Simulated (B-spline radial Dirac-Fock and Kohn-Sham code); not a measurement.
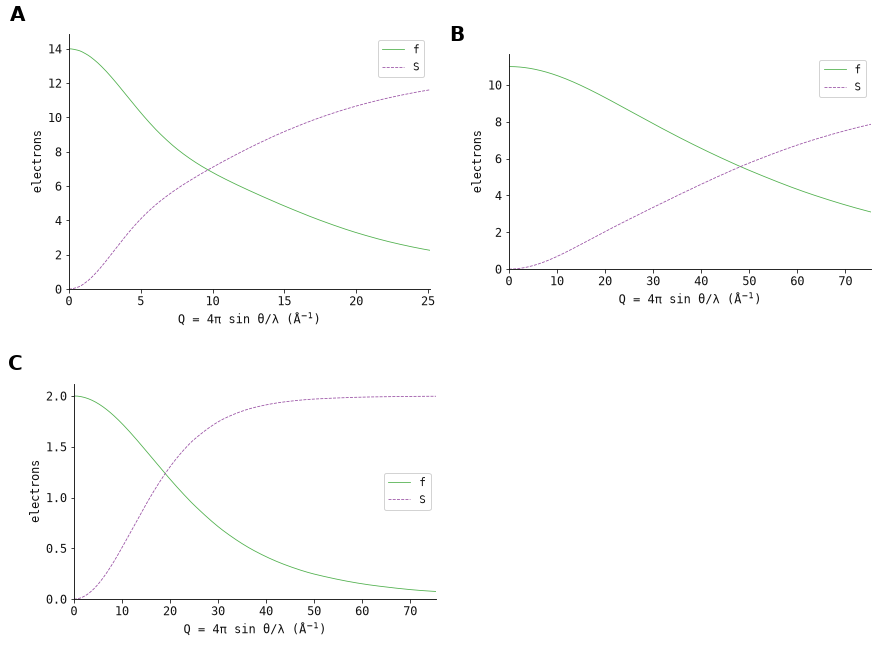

The panels show the same kind of result for Ho⁵⁶⁺, Ne⁸⁺ and Ti⁸⁺, in another order; all are free and in their ground configurations. The X-ray form factor f and the incoherent scattering function S against Q. (Panels may differ in axes and broadening.) Method: the spherical Dirac–Fock density (average of configuration), S by Waller and Hartree (computed with a B-spline radial code).

Assign each panel.

Answer. A is Ti⁸⁺ (f(0) = 14); B is Ho⁵⁶⁺ (f(0) = 11); C is Ne⁸⁺ (f(0) = 2).
